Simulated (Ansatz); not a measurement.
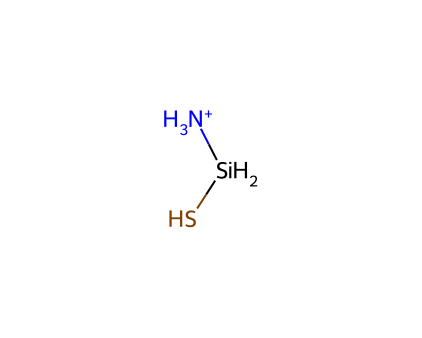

Structural formula above. State: charge +1, singlet. The computed structure is the end point of a PBE0-D4/def2-TZVP optimisation. No frequency run is at hand to confirm it as a minimum.

Describe the 3D structure.

It has 9 atoms: 6 hydrogen, 1 nitrogen, 1 sulfur and 1 silicon (H₆NSSi⁺). As SMILES it reads `[NH3+][SiH2]S`. It has no ring. Among its groups: Si–H bond, Si–N bond. This geometry has C1 symmetry. Coordination: 1 N tetrahedral; 1 Si tetrahedral; 1 S bent.

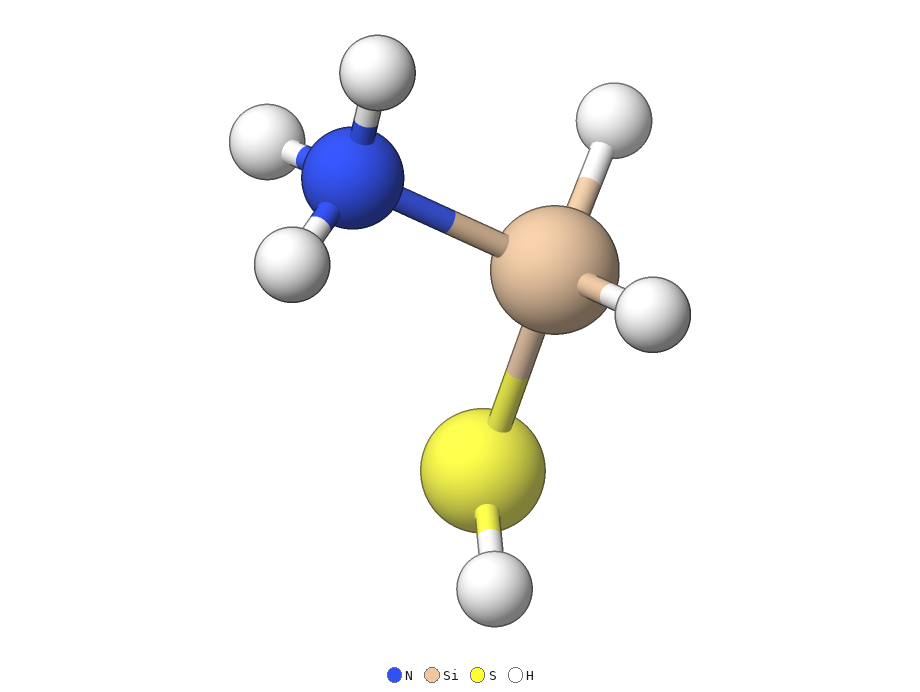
